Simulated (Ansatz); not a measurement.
# Lu3Sc2O: the cost of one run

Method: DFT PBE, scalar-relativistic, plane waves, PAW, in Ansatz 0.2.0.

1 further run of the same task is left out (it didn't finish).

### 1 Starting point

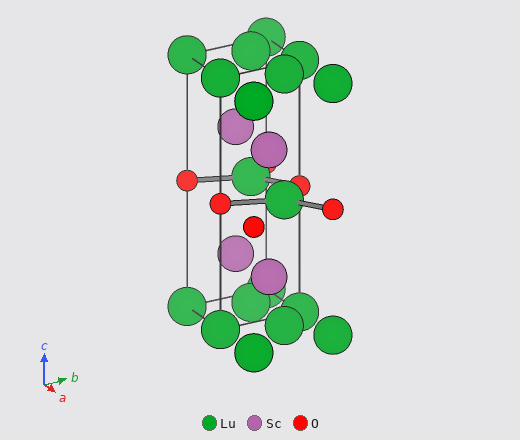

Start, viewed slightly off an axis; lutetium green, scandium pink, oxygen red. 2×1×1 cells are drawn. Atoms on the faces are drawn again on the opposite ones.

Coordinates:

```cif
data_structure
_symmetry_space_group_name_H-M 'P-6m2'
_symmetry_Int_Tables_number 187
_cell_length_a 4.1628
_cell_length_b 4.1628
_cell_length_c 9.2763
_cell_angle_alpha 90.000
_cell_angle_beta 90.000
_cell_angle_gamma 120.000
_cell_volume 139.21
loop_
_atom_site_label
_atom_site_type_symbol
_atom_site_symmetry_multiplicity
_atom_site_Wyckoff_symbol
_atom_site_fract_x
_atom_site_fract_y
_atom_site_fract_z
_atom_site_occupancy
Lu1 Lu 1 a 0.00000 0.00000 0.00000 1
Lu2 Lu 1 d 0.33333 0.66667 0.50000 1
Lu3 Lu 1 c 0.33333 0.66667 0.00000 1
Sc1 Sc 2 i 0.66667 0.33333 0.75227 1
O1 O 1 b 0.00000 0.00000 0.50000 1
```

Recipe of the guess: species swapped into a database cell of Sr2AlGa3 (P-6m2, No. 187), with Sc on the Sr sites, O on the Al sites and Lu on the Ga sites. Lengths come from tabulated atomic sizes and are only a guess.

### 2 The guess as it stands, on a coarse mesh

Input file input.yaml:

```yaml
crystal:
  lattice:
    - [4.16277882, 0.0, 0.0]
    - [-2.08138941, 3.60507221, 0.0]
    - [0.0, 0.0, 9.27630572]
  atoms:
    - { symbol: Lu, position: [0.0, 0.0, 0.0] }
    - { symbol: Lu, position: [0.33333333, 0.66666667, 0.5] }
    - { symbol: Lu, position: [0.33333333, 0.66666667, 0.0] }
    - { symbol: Sc, position: [0.66666667, 0.33333333, 0.7522701] }
    - { symbol: Sc, position: [0.66666667, 0.33333333, 0.2477299] }
    - { symbol: O, position: [0.0, 0.0, 0.5] }
basis:
  ecutwfc: 420
kpoints:
  mp_grid: { grid: [6, 6, 2] }
hamiltonian:
  xc: pbe
scf:
  occupations: { method: gaussian, width: 0.1 }
  lower_state_search: "off"
output:
  forces: true
  stress: true
  eigenvalues: true
```

Started as:

```console
$ ansatz run input.yaml --threads 1 --pin off --max-ram 2560MiB --backend cpu --events-out ev --progress --plain --runs-dir out
```

What time and memory should one allow on 1 thread of Intel Xeon Platinum 8488C (Sapphire Rapids), shared host?

About 13 s, with a peak of 0.48 GiB.
